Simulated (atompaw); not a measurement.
**In: generating and testing a PAW (atompaw) potential**

Task: generate the file, and judge it by its logarithmic derivatives, its ghosts and its cutoff.

Method: atompaw 4.2.0.5, PBE, scalar-relativistic.

### Step 1. The atom and the settings

Typed settings, in words:

| Item | Value |
| --- | --- |
| element | indium (In, Z = 49) |
| type | PAW |
| frozen core | [Kr] |
| valence charge | 13 |
| reference configuration | 4d10 5s2 5p0 (charge +1) |
| partial waves | 5s (bound): rc 1.95 bohr; 5s channel at 0.6 Ry: rc 1.95 bohr; 5p (bound, empty): rc 2.05 bohr; 5p channel at -0.2 Ry: rc 2.05 bohr; 4d (bound): rc 2.05 bohr; 4d channel at -1.45 Ry: rc 2.05 bohr |
| local potential | bessel scheme, radius 1.75 bohr |
| core correction | smooth core density matched at 1.10 bohr |
| augmentation charge | gaussian compensation charge, radius 1.60 bohr; PAW radius 2.05 bohr; waves and projectors: custom polynom vanderbiltortho |

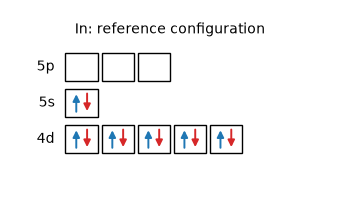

The outer shells as boxes. The arrows follow Hund's rule for the drawing; the calculation itself is spin-unpolarised.

The nodes and maxima of the atom's own shells, from an earlier all-electron run, set the scale for the radii.

All-electron outer shells of the reference configuration (PBE, scalar-relativistic, ld1.x):

```tsv
shell	level (eV)	outermost node (bohr)	outermost maximum (bohr)
4s	-127.12	0.41	0.77
4p	-85.60	0.42	0.82
4d	-26.07	0.40	0.94
5s	-14.92	1.02	2.11
5p	-8.43	1.14	2.64
```

### Step 2. Generating the potential

In.input reads:

```
In 49
GGA-PBE scalarrelativistic loggrid 1500 logderivrange -4 5 226
5 5 4 0 0 0
5 1 0
0 0 0
c
c
c
c
v
c
c
c
v
c
v
2
2.05 1.60 1.75 1.10
y
0.6
n
y
-0.2
n
y
-1.45
n
custom polynom vanderbiltortho gaussian
bessel
1.95
1.95
2.05
2.05
2.05
2.05
PWSCFOUT
UPFDX 0.0125d0 UPFXMIN -7.d0 UPFZMESH 49.d0
END
```

Run with:

```sh
atompaw < In.input > In.log
```

What does the calculation give? Wanted: cutoffs for 10 and 1 mRy, occupied levels; bound ghosts; largest phase difference near zero energy, channels read; lowest eigenvalue of the overlap; share of valence orbitals outside the PAW sphere; UPF file.

The runs gave:

| quantity | value |
| --- | --- |
| cutoffs for 10 and 1 mRy, occupied levels | 35 Ry and 55 Ry |
| bound ghosts | s at -562.13 eV, p at -15.68 eV |
| largest phase difference near zero energy, channels read | 0.004 rad |
| lowest eigenvalue of the overlap (Bessel basis) | 0.134 (s) |
| share of valence orbitals outside the PAW sphere | 5s 66 %, 5p 85 %, 4d 6 % |
| UPF file | written |

It has a bound ghost (s, p), a state that the atom doesn't have, and that rules the file out. By its cutoff, 35 Ry for the looser tolerance, it is soft on the atom at that tolerance. The slowest occupied level is 4d: taken alone it needs 35 Ry to come within 1 mRy, against 15 Ry for 5s. Near zero energy the phases of the channels with partial waves agree within 0.004 rad. The pseudo curves have a pole with no partner nearby in the atom's: p at -1.14 Ry. These are tests on the free atom; a crystal test is still owed.
